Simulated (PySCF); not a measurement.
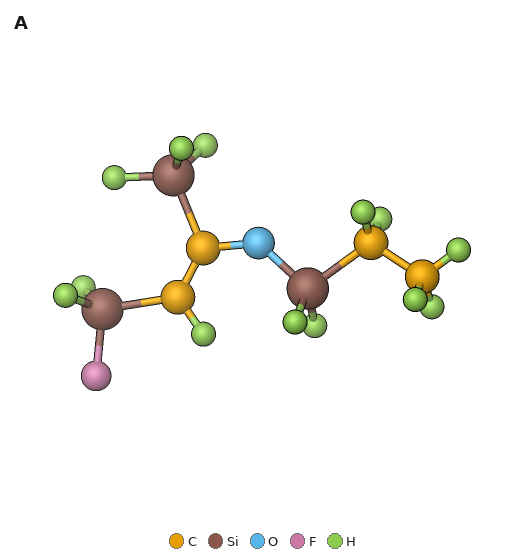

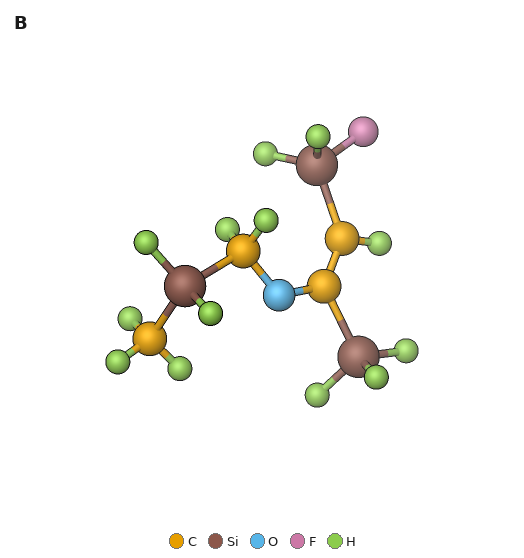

2 stationary structures of one formula. Geometries: GFN2-xTB. Electronic energies: PBE0/pcSseg-1 (PySCF 2.14.0), without zero-point energy. No frequency run is at hand to confirm each as a minimum. Each is one conformer, not always the lowest.

How are they related?

Answer. They are constitutional isomers of C4H13FOSi3: A `CC[SiH2]O/C([SiH3])=C/[SiH2]F`, B `C[SiH2]CO/C([SiH3])=C\[SiH2]F`.

Which is lowest in energy, and by how much?

Answer. A is lowest; B lies 107.0 kJ/mol above it.

The geometry is semi-empirical. Around Si such bond lengths and angles can be off by a tenth of an ångström or more and by several degrees, and values that hang on the shape move with them.
